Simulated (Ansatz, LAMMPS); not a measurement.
**Elastic response of glassy 85GeO2-15Li2O (mol %) (78 atoms)**

Aim: relax glassy 85GeO2-15Li2O (mol %) (78 atoms), then change its volume and shape to read moduli from the stress.

Method: Kohn-Sham DFT, PBEsol, PAW (set soft_2), plane waves, in Ansatz 0.2.0.

### Step 1. The structure

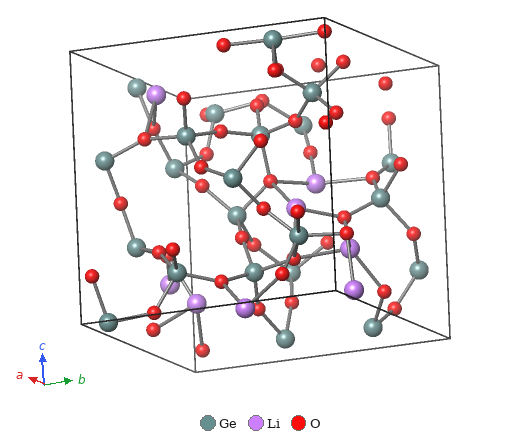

The starting structure, seen from a free direction (germanium teal, lithium purple, oxygen red). Bonds to atoms that aren't drawn are left out. Some periodic images of atoms are drawn too.

The cell holds 78 atoms: 22 Ge, 8 Li and 48 O. Its edges and angles: a = 10.236 Å, b = 10.236 Å, c = 10.236 Å, α = 90.0°, β = 90.0°, γ = 90.0°. 78 atoms (22 Ge, 8 Li, 48 O) placed at random at 3.6 g/cm³, melted at 4000 K for 10 ps at fixed volume with the Morse and Coulomb pair potential with partial charges (Pedone, Malavasi, Menziani, Cormack and Segre, J. Phys. Chem. B 110, 11780 (2006)). Quenched from 4000 K to 300 K at 100 K/ps and fixed volume, held 10 ps at zero pressure.

Limits known from the start: The quench rate of 100 K/ps far exceeds what a furnace or splat quench reaches, so expect more defects and frozen-in strain than in a real sample. The starting topology of bonds comes from the classical model, and needn't be the one that DFT or experiment would give. Sampling is at Γ alone.

### Step 2. Single point at the start

The forces at the start show how far the geometry lies from a minimum of this functional.

Contents of input.yaml:

```yaml
crystal:
  lattice:
    - [10.23596, 0.0, 0.0]
    - [0.0, 10.23596, 0.0]
    - [0.0, 0.0, 10.23596]
  atoms:
    - { symbol: Ge, position: [0.77348, 0.34113, 0.68721] }
    - { symbol: Ge, position: [0.26757, 0.86887, 0.48383] }
    - { symbol: Ge, position: [0.38678, 0.35731, 0.4618] }
    - { symbol: Ge, position: [0.7672, 0.01617, 0.63742] }
    - { symbol: Ge, position: [0.37485, 0.1165, 0.66596] }
    - { symbol: Ge, position: [0.74656, 0.75308, 0.27639] }
    - { symbol: Ge, position: [0.1894, 0.20069, 0.88931] }
    - { symbol: Ge, position: [0.43313, 0.00753, 0.96512] }
    - { symbol: Ge, position: [0.29944, 0.48766, 0.00943] }
    - { symbol: Ge, position: [0.56405, 0.49302, 0.20613] }
    - { symbol: Ge, position: [0.10816, 0.43753, 0.29258] }
    - { symbol: Ge, position: [0.81491, 0.30186, 0.18434] }
    - { symbol: Ge, position: [0.02856, 0.47214, 0.84127] }
    - { symbol: Ge, position: [0.24985, 0.81062, 0.01991] }
    - { symbol: Ge, position: [0.0421, 0.9088, 0.25485] }
    - { symbol: Ge, position: [0.92305, 0.07228, 0.0111] }
    - { symbol: Ge, position: [0.63592, 0.06839, 0.33614] }
    - { symbol: Ge, position: [0.61616, 0.77188, 0.82084] }
    - { symbol: Ge, position: [0.89061, 0.56782, 0.48419] }
    - { symbol: Ge, position: [0.47106, 0.49858, 0.72362] }
    - { symbol: Ge, position: [0.0091, 0.80317, 0.66648] }
    - { symbol: Ge, position: [0.89865, 0.75, 0.96809] }
    - { symbol: Li, position: [0.20911, 0.59261, 0.58122] }
    - { symbol: Li, position: [0.50442, 0.64114, 0.43332] }
    - { symbol: Li, position: [0.66174, 0.92305, 0.07083] }
    - { symbol: Li, position: [0.45283, 0.21442, 0.14531] }
    - { symbol: Li, position: [0.47411, 0.83188, 0.26684] }
    - { symbol: Li, position: [0.62999, 0.16804, 0.88417] }
    - { symbol: Li, position: [0.79231, 0.55197, 0.02686] }
    - { symbol: Li, position: [0.29706, 0.04481, 0.26392] }
    - { symbol: O, position: [0.71416, 0.42904, 0.15326] }
    - { symbol: O, position: [0.38226, 0.45122, 0.85392] }
    - { symbol: O, position: [0.39116, 0.4953, 0.56983] }
    - { symbol: O, position: [0.29984, 0.16276, 0.00785] }
    - { symbol: O, position: [0.14711, 0.36909, 0.92271] }
    - { symbol: O, position: [0.83128, 0.42039, 0.55284] }
    - { symbol: O, position: [0.90332, 0.68866, 0.60406] }
    - { symbol: O, position: [0.58706, 0.65982, 0.23149] }
    - { symbol: O, position: [0.91884, 0.82784, 0.32384] }
    - { symbol: O, position: [0.99774, 0.7955, 0.83222] }
    - { symbol: O, position: [0.10245, 0.83333, 0.1122] }
    - { symbol: O, position: [0.55916, 0.08746, 0.04648] }
    - { symbol: O, position: [0.81978, 0.7146, 0.12774] }
    - { symbol: O, position: [0.20224, 0.47663, 0.16158] }
    - { symbol: O, position: [0.74472, 0.69282, 0.89168] }
    - { symbol: O, position: [0.99201, 0.04607, 0.17138] }
    - { symbol: O, position: [0.61924, 0.40915, 0.72285] }
    - { symbol: O, position: [0.67342, 0.90862, 0.27818] }
    - { symbol: O, position: [0.35597, 0.90731, 0.12093] }
    - { symbol: O, position: [0.2324, 0.3516, 0.38266] }
    - { symbol: O, position: [0.28583, 0.9147, 0.89487] }
    - { symbol: O, position: [0.88826, 0.38832, 0.79921] }
    - { symbol: O, position: [0.4682, 0.08075, 0.7998] }
    - { symbol: O, position: [0.10902, 0.53271, 0.71992] }
    - { symbol: O, position: [0.05762, 0.1117, 0.91995] }
    - { symbol: O, position: [0.97104, 0.35695, 0.2349] }
    - { symbol: O, position: [0.68623, 0.8926, 0.72039] }
    - { symbol: O, position: [0.97287, 0.58971, 0.95443] }
    - { symbol: O, position: [0.46656, 0.1133, 0.32901] }
    - { symbol: O, position: [0.73321, 0.19864, 0.28575] }
    - { symbol: O, position: [0.15762, 0.79344, 0.58691] }
    - { symbol: O, position: [0.28138, 0.65318, 0.99485] }
    - { symbol: O, position: [0.68453, 0.03569, 0.49305] }
    - { symbol: O, position: [0.52312, 0.6607, 0.74739] }
    - { symbol: O, position: [0.37062, 0.76861, 0.40702] }
    - { symbol: O, position: [0.83429, 0.2139, 0.04452] }
    - { symbol: O, position: [0.33788, 0.98428, 0.58121] }
    - { symbol: O, position: [0.76043, 0.17267, 0.69866] }
    - { symbol: O, position: [0.43649, 0.24784, 0.57549] }
    - { symbol: O, position: [0.76858, 0.62942, 0.38672] }
    - { symbol: O, position: [0.93161, 0.95829, 0.63286] }
    - { symbol: O, position: [0.44192, 0.44965, 0.09841] }
    - { symbol: O, position: [0.1678, 0.94866, 0.36034] }
    - { symbol: O, position: [0.84196, 0.92896, 0.9863] }
    - { symbol: O, position: [0.23757, 0.18275, 0.73446] }
    - { symbol: O, position: [0.03516, 0.55287, 0.40091] }
    - { symbol: O, position: [0.49902, 0.42272, 0.35288] }
    - { symbol: O, position: [0.53645, 0.863, 0.93646] }
kpoints:
  mp_grid: { grid: [1, 1, 1] }
hamiltonian:
  xc: pbesol
scf:
  occupations: { method: fixed }
output:
  forces: true
```

Launch:

```console
ansatz run input.yaml --threads 4 --pin off --max-ram 8192MiB --backend cpu --events-out ev --progress --plain --runs-dir out
```

Numbers of over 12 decimals in the logs are rounded to 6 here.

The log of the run:

```text
[...]
Pseudopotentials: kind: paw
Pseudopotential: Ge, paw, valence charge 14, recommended cutoff 420 eV (normal), Ge.paw.azcp
Pseudopotential: Li, paw, valence charge 3, recommended cutoff 420 eV (normal), Li.paw.azcp
Pseudopotential: O, paw, valence charge 6, recommended cutoff 420 eV (normal), O.paw.azcp
[...]
Crystal: 78 atoms, lattice volume = 1072.471 Å³
Basis set: ecut = 420 eV, 20863 PW (Γ), exchange–correlation on 144×144×144 points (8 copies of the dense FFT grid, shifted against one another)
Bands: 388, of which v1, the nominal top of the filled ones, is band 310 counted from 1 (309 counted from 0)
Symmetry: 1 space group operations
Space group: P1 (ITA 1), of the structure as read, at distance tolerance 1.0e-4 Å
k-points: 1
[...]
Initial density: superposition of atomic densities (neutral atoms: chi_scale 0, normalization atom), corrected by the library's trained network
Initial wavefunctions: pseudopotential atomic-orbital guess
[...]
SCF iter   1: F=—  HF=-122121.475461 eV  |F-HF|=—  |Δ(HF+E_count)|=         —  Δρ=1.21e-2  dr2=1.24e0  ethr=1.77e-3  ⟨swp⟩=5.0  Hψ=1292  notcnv=0  defer=75
preconditioner: auto → Resta (q_TF=auto, 2.490 Å⁻¹)  ε∞=2.8  [insulator: Δε(μ)=1.340 eV  Ē_g=20.706 eV  n_scr=256 (ndim 8)  ℏωp=27.9 eV  f_vac=0.216  ε∞_Penn≈2.8]
[...]
SCF iter  10: F=—  HF=-122121.125875 eV  |F-HF|=—  |Δ(HF+E_count)|=   2.37e-7  Δρ=3.94e-6  dr2=1.52e-7  ethr=1.61e-11  ⟨swp⟩=4.0  Hψ=1150  notcnv=0
SCF iter  11: F=-122121.125875 eV  HF=-122121.125875 eV  |F-HF|=1.27e-8  |Δ(HF+E_count)|=   5.91e-9  Δρ=8.83e-7  dr2=1.05e-8  ethr=1.61e-11  ⟨swp⟩=4.0  Hψ=1067  notcnv=0
SCF 1 converged in 11 iterations: F = -122121.125875 eV  dr2 = 1.05e-8
[...]
SCF converged after 11 iterations
Free energy (F): -122121.125875 eV
Harris-Foulkes:  -122121.125875 eV  (|F-HF|=1.27e-8)
Internal energy: -122121.125875 eV  (E = F + TS)
E sigma→0 (E₀):  -122121.125875 eV
Fermi energy:    4.250300 eV
--- Per-component energies (eV) ---
[...]
Σ components = -122121.125875   (vs F -122121.125875, Δ=0.00e0)
--- Forces (eV/Å), atoms counted from 1 ---
  atom   1  Ge    -0.39442343     1.30583593     0.15297059
  atom   2  Ge    -1.14149554     1.00902438    -0.79706075
  atom   3  Ge    -1.28915165     0.29201002    -1.13841077
  atom   4  Ge     1.27595631    -2.82322340    -0.60773050
[...]
atom  78  O      0.50395184    -0.68681164     0.88847200
  max |Σ_I F_I| component: 1.15e-5 eV/Å
```

Run time: 8.8 s. Hardware: 4 threads of Intel Xeon Platinum 8488C (Sapphire Rapids), shared host; peak memory 1.4 GiB; 31 s of CPU time.

Reading the cycles: dr2 is the Hartree energy of the density residual (eV), the measure of convergence; HF is the Harris–Foulkes estimate of the energy, which meets the free energy F at convergence.

The r.m.s. force at the start is 1.1 eV/Å.

### Step 3. Cell and atoms relaxed

Cell and atoms are freed together, to release stress as well as forces.

Contents of input.yaml:

```yaml
crystal:
  lattice:
    - [10.23596, 0.0, 0.0]
    - [0.0, 10.23596, 0.0]
    - [0.0, 0.0, 10.23596]
  atoms:
    [... the 78 atom lines of step 2 ...]
kpoints:
  mp_grid: { grid: [1, 1, 1] }
hamiltonian:
  xc: pbesol
scf:
  occupations: { method: fixed }
output:
  forces: true
relax:
  f_tol: 0.05
  max_steps: 150
  cell: {}
```

The log of the run:

```text
[...]
Crystal: 78 atoms, lattice volume = 1072.471 Å³
Basis set: ecut = 420 eV, 20863 PW (Γ), exchange–correlation on 144×144×144 points (8 copies of the dense FFT grid, shifted against one another)
Bands: 388, of which v1, the nominal top of the filled ones, is band 310 counted from 1 (309 counted from 0)
Symmetry: 1 space group operations
[...]
k-points: 1
[...]
SCF iter   1: F=—  HF=-122121.475458 eV  |F-HF|=—  |Δ(HF+E_count)|=         —  Δρ=1.21e-2  dr2=1.24e0  ethr=1.77e-3  ⟨swp⟩=5.0  Hψ=1292  notcnv=0  defer=75
[...]
SCF iter  11: F=-122121.125875 eV  HF=-122121.125875 eV  |F-HF|=1.27e-8  |Δ(HF+E_count)|=   6.11e-9  Δρ=8.83e-7  dr2=1.06e-8  ethr=1.61e-11  ⟨swp⟩=4.0  Hψ=1067  notcnv=0
SCF 1 converged in 11 iterations: F = -122121.125875 eV  dr2 = 1.06e-8
[...]
relax step   1: F+E_penalty+E_count = -122121.12587461 eV  Δ(F+E_penalty+E_count) = +0.000e0 eV  max|allowed force component| = 3.474e0 eV/Å  Δτ_max = 0.0000 Å  P = +2.194 GPa  Ω = 1072.471 Å³  (11 SCF iters, dr2 threshold 1.00e-7 eV, accepted)
[... from here on, the SCF cycles and remarks between the steps are left out ...]
relax step   2: F+E_penalty+E_count = -122126.43719689 eV  Δ(F+E_penalty+E_count) = -5.311e0 eV  max|allowed force component| = 1.884e0 eV/Å  Δτ_max = 0.1858 Å  P = +1.121 GPa  Ω = 1051.904 Å³  energy of the carried Pulay correction = +8.078e-2 eV  (8 SCF iters, dr2 threshold 7.80e-6 eV, accepted)
relax step   3: F+E_penalty+E_count = -122128.91098103 eV  Δ(F+E_penalty+E_count) = -2.474e0 eV  max|allowed force component| = 6.034e-1 eV/Å  Δτ_max = 0.1941 Å  P = -0.200 GPa  Ω = 1026.800 Å³  energy of the carried Pulay correction = +1.815e-1 eV  (8 SCF iters, dr2 threshold 7.80e-6 eV, accepted)
relax step   4: F+E_penalty+E_count = -122129.45577489 eV  Δ(F+E_penalty+E_count) = -5.448e-1 eV  max|allowed force component| = 4.527e-1 eV/Å  Δτ_max = 0.1227 Å  P = +0.012 GPa  Ω = 1011.897 Å³  energy of the carried Pulay correction = +2.425e-1 eV  (8 SCF iters, dr2 threshold 7.80e-6 eV, accepted)
relax step   5: F+E_penalty+E_count = -122129.81642331 eV  Δ(F+E_penalty+E_count) = -3.606e-1 eV  max|allowed force component| = 5.078e-1 eV/Å  Δτ_max = 0.2000 Å  P = -0.026 GPa  Ω = 1004.900 Å³  energy of the carried Pulay correction = +2.714e-1 eV  (8 SCF iters, dr2 threshold 7.80e-6 eV, accepted)
relax step   6: F+E_penalty+E_count = -122130.00496413 eV  Δ(F+E_penalty+E_count) = -1.885e-1 eV  max|allowed force component| = 3.623e-1 eV/Å  Δτ_max = 0.1495 Å  P = -0.225 GPa  Ω = 1001.520 Å³  energy of the carried Pulay correction = +2.854e-1 eV  (8 SCF iters, dr2 threshold 7.80e-6 eV, accepted)
relax step   7: F+E_penalty+E_count = -122130.16241060 eV  Δ(F+E_penalty+E_count) = -1.574e-1 eV  max|allowed force component| = 2.274e-1 eV/Å  Δτ_max = 0.2000 Å  P = +0.083 GPa  Ω = 1001.633 Å³  energy of the carried Pulay correction = +2.850e-1 eV  (8 SCF iters, dr2 threshold 7.80e-6 eV, accepted)
relax step   8: F+E_penalty+E_count = -122130.19001018 eV  Δ(F+E_penalty+E_count) = -2.760e-2 eV  max|allowed force component| = 2.331e-1 eV/Å  Δτ_max = 0.1678 Å  P = -0.209 GPa  Ω = 1004.142 Å³  energy of the carried Pulay correction = +2.745e-1 eV  (8 SCF iters, dr2 threshold 3.23e-6 eV, accepted)
relax step   9: F+E_penalty+E_count = -122130.16389637 eV  Δ(F+E_penalty+E_count) = +2.611e-2 eV  max|allowed force component| = 5.401e-1 eV/Å  Δτ_max = 0.2000 Å  P = +0.267 GPa  Ω = 1006.288 Å³  energy of the carried Pulay correction = +2.657e-1 eV  (8 SCF iters, dr2 threshold 3.40e-6 eV, rejected (line search))
relax step  10: F+E_penalty+E_count = -122130.24809368 eV  Δ(F+E_penalty+E_count) = -5.808e-2 eV  max|allowed force component| = 1.077e-1 eV/Å  Δτ_max = 0.0972 Å  P = +0.121 GPa  Ω = 1004.489 Å³  energy of the carried Pulay correction = +2.731e-1 eV  (13 SCF iters, accepted)
relax step  11: F+E_penalty+E_count = -122130.25930874 eV  Δ(F+E_penalty+E_count) = -1.122e-2 eV  max|allowed force component| = 1.742e-1 eV/Å  Δτ_max = 0.0967 Å  P = -0.063 GPa  Ω = 1005.133 Å³  energy of the carried Pulay correction = +2.704e-1 eV  (8 SCF iters, dr2 threshold 7.25e-7 eV, accepted)
relax step  12: F+E_penalty+E_count = -122130.27439992 eV  Δ(F+E_penalty+E_count) = -1.509e-2 eV  max|allowed force component| = 8.736e-2 eV/Å  Δτ_max = 0.0330 Å  P = -0.001 GPa  Ω = 1004.883 Å³  energy of the carried Pulay correction = +2.715e-1 eV  (6 SCF iters, dr2 threshold 1.90e-6 eV, accepted)
relax step  13: F+E_penalty+E_count = -122130.29536500 eV  Δ(F+E_penalty+E_count) = -2.097e-2 eV  max|allowed force component| = 8.574e-2 eV/Å  Δτ_max = 0.0858 Å  P = +0.006 GPa  Ω = 1004.703 Å³  energy of the carried Pulay correction = +2.722e-1 eV  (8 SCF iters, dr2 threshold 4.77e-7 eV, accepted)
relax step  14: F+E_penalty+E_count = -122130.31201148 eV  Δ(F+E_penalty+E_count) = -1.665e-2 eV  max|allowed force component| = 1.367e-1 eV/Å  Δτ_max = 0.1219 Å  P = -0.052 GPa  Ω = 1004.094 Å³  energy of the carried Pulay correction = +2.747e-1 eV  (9 SCF iters, dr2 threshold 4.59e-7 eV, accepted)
relax step  15: F+E_penalty+E_count = -122130.32512518 eV  Δ(F+E_penalty+E_count) = -1.311e-2 eV  max|allowed force component| = 1.333e-1 eV/Å  Δτ_max = 0.0488 Å  P = +0.054 GPa  Ω = 1003.660 Å³  energy of the carried Pulay correction = +2.766e-1 eV  (7 SCF iters, dr2 threshold 1.17e-6 eV, accepted)
relax step  16: F+E_penalty+E_count = -122130.33854729 eV  Δ(F+E_penalty+E_count) = -1.342e-2 eV  max|allowed force component| = 1.399e-1 eV/Å  Δτ_max = 0.1021 Å  P = -0.063 GPa  Ω = 1004.401 Å³  energy of the carried Pulay correction = +2.735e-1 eV  (8 SCF iters, dr2 threshold 1.11e-6 eV, accepted)
relax step  17: F+E_penalty+E_count = -122130.35233599 eV  Δ(F+E_penalty+E_count) = -1.379e-2 eV  max|allowed force component| = 1.504e-1 eV/Å  Δτ_max = 0.1130 Å  P = -0.006 GPa  Ω = 1004.311 Å³  energy of the carried Pulay correction = +2.738e-1 eV  (8 SCF iters, dr2 threshold 1.22e-6 eV, accepted)
relax step  18: F+E_penalty+E_count = -122130.35890243 eV  Δ(F+E_penalty+E_count) = -6.566e-3 eV  max|allowed force component| = 2.920e-1 eV/Å  Δτ_max = 0.1052 Å  P = -0.108 GPa  Ω = 1004.019 Å³  energy of the carried Pulay correction = +2.751e-1 eV  (8 SCF iters, dr2 threshold 1.41e-6 eV, accepted)
relax step  19: F+E_penalty+E_count = -122130.37121270 eV  Δ(F+E_penalty+E_count) = -1.231e-2 eV  max|allowed force component| = 1.256e-1 eV/Å  Δτ_max = 0.0666 Å  P = +0.025 GPa  Ω = 1004.006 Å³  energy of the carried Pulay correction = +2.751e-1 eV  (6 SCF iters, dr2 threshold 5.33e-6 eV, accepted)
relax step  20: F+E_penalty+E_count = -122130.33676206 eV  Δ(F+E_penalty+E_count) = +3.445e-2 eV  max|allowed force component| = 2.712e-1 eV/Å  Δτ_max = 0.2000 Å  P = +0.054 GPa  Ω = 1000.465 Å³  energy of the carried Pulay correction = +2.898e-1 eV  (9 SCF iters, dr2 threshold 9.86e-7 eV, rejected (line search))
relax step  21: F+E_penalty+E_count = -122130.39153094 eV  Δ(F+E_penalty+E_count) = -2.032e-2 eV  max|allowed force component| = 7.637e-2 eV/Å  Δτ_max = 0.0964 Å  P = +0.002 GPa  Ω = 1003.558 Å³  energy of the carried Pulay correction = +2.770e-1 eV  (12 SCF iters, accepted)
relax step  22: F+E_penalty+E_count = -122130.39668578 eV  Δ(F+E_penalty+E_count) = -5.155e-3 eV  max|allowed force component| = 7.474e-2 eV/Å  Δτ_max = 0.1000 Å  P = +0.009 GPa  Ω = 1003.477 Å³  energy of the carried Pulay correction = +2.773e-1 eV  (8 SCF iters, dr2 threshold 3.65e-7 eV, accepted)
relax step  23: F+E_penalty+E_count = -122130.40117645 eV  Δ(F+E_penalty+E_count) = -4.491e-3 eV  max|allowed force component| = 4.312e-2 eV/Å  Δτ_max = 0.0239 Å  P = -0.012 GPa  Ω = 1003.041 Å³  energy of the carried Pulay correction = +2.791e-1 eV  (7 SCF iters, dr2 threshold 3.49e-7 eV, accepted)
relax step  24: F+E_penalty+E_count = -122130.23569719 eV  Δ(F+E_penalty+E_count) = +1.655e-1 eV  max|allowed force component| = 4.241e-2 eV/Å  Δτ_max = 0.0000 Å  P = -0.334 GPa  Ω = 1003.041 Å³  stress off target by 4.16e-1 GPa  SCF on the basis re-selected at this cell (its energy is not comparable with the rows above)  (7 SCF iters)
relax step  25: F+E_penalty+E_count = -122130.26496647 eV  Δ(F+E_penalty+E_count) = -2.927e-2 eV  max|allowed force component| = 2.509e-2 eV/Å  Δτ_max = 0.0143 Å  P = +0.168 GPa  Ω = 996.941 Å³  energy of the carried Pulay correction = +2.348e-2 eV  (8 SCF iters, dr2 threshold 4.32e-7 eV, accepted)
relax step  26: F+E_penalty+E_count = -122130.26316826 eV  Δ(F+E_penalty+E_count) = +1.798e-3 eV  max|allowed force component| = 2.044e-2 eV/Å  Δτ_max = 0.0136 Å  P = +0.038 GPa  Ω = 997.881 Å³  energy of the carried Pulay correction = +1.985e-2 eV  (7 SCF iters, dr2 threshold 9.06e-8 eV, accepted)
relax step  27: F+E_penalty+E_count = -122130.24321649 eV  Δ(F+E_penalty+E_count) = +1.995e-2 eV  max|allowed force component| = 2.028e-2 eV/Å  Δτ_max = 0.0000 Å  P = +0.017 GPa  Ω = 997.881 Å³  stress off target by 2.51e-2 GPa  SCF on the basis re-selected at this cell (its energy is not comparable with the rows above)  (6 SCF iters)
[...]
SCF converged after 6 iterations
Free energy (F): -122130.243216 eV
[...]
Internal energy: -122130.243216 eV  (E = F + TS)
E sigma→0 (E₀):  -122130.243216 eV
Fermi energy:    4.723519 eV
[...]
--- Forces (eV/Å), atoms counted from 1 ---
  atom   1  Ge    -0.01299265     0.00577872     0.00751743
  atom   2  Ge    -0.00494126     0.01776299    -0.00726863
  atom   3  Ge     0.00396767     0.01058985     0.01371998
  atom   4  Ge    -0.00518109     0.00086156    -0.00460489
  atom   5  Ge    -0.00694109     0.00757724    -0.01017537
  atom   6  Ge     0.00032705     0.00165206    -0.00029805
  atom   7  Ge     0.00369563    -0.00686424    -0.00823356
  atom   8  Ge    -0.00092314     0.00418520     0.01195792
  atom   9  Ge    -0.00160676    -0.00184197    -0.00398093
  atom  10  Ge     0.00167713    -0.01380852    -0.00020447
  atom  11  Ge    -0.00447471    -0.00916256     0.00437423
  atom  12  Ge    -0.01093089    -0.00861614     0.00631860
  atom  13  Ge    -0.00324466     0.00443170     0.00200623
  atom  14  Ge    -0.00997662     0.00293556    -0.00825791
[...]
atom  77  O      0.00598657     0.00649685    -0.00268850
  atom  78  O      0.00397087     0.00025288     0.00259952
  max |Σ_I F_I| component: 1.20e-5 eV/Å
--- Stress (GPa, compression-positive) ---
        0.014490      -0.005452      -0.006047
       -0.005453       0.020637      -0.000451
       -0.006049      -0.000450       0.017336
  P = ⅓ Tr σ = 0.0175 GPa (0.175 kbar)
--- Relaxed structure (25 steps of the walk, 23 accepted, 2 SCFs on fresh bases) ---
  F+E_penalty+E_count = -122130.24321649 eV   max|allowed force component| = 2.028e-2 eV/Å   (the final SCF, on the basis selected at the relaxed cell)
  cell:  # Å, volume = 997.8806 Å³
    - [9.805799, -0.036371, -0.058533]
    - [-0.036371, 10.001816, 0.092935]
    - [-0.058533, 0.092935, 10.175933]
  atoms:
    - { symbol: Ge, position: [0.782207, 0.349679, 0.691067] }
    - { symbol: Ge, position: [0.265531, 0.866845, 0.482636] }
    - { symbol: Ge, position: [0.385895, 0.375383, 0.478665] }
    - { symbol: Ge, position: [0.773477, 0.016980, 0.617710] }
[...]
- { symbol: O, position: [0.533346, 0.839323, 0.935466] }
```

Elapsed: 3.1 min, on 4 threads; peak memory 1.5 GiB; 11 min of CPU time.

The relaxation converged after 25 steps, with a largest force component of 0.020 eV/Å.

(Continued in part 2 of 3.)

[Logs are printed without paths, hosts, clocks, repeated set-up lines and the standing remarks that a program may print on its own settings, such as how far it seeks lower states.]

[Hosts, paths, dates, database ids (printed as entryN), source tags and the programs' standing remarks are cut or masked in the printed files.]
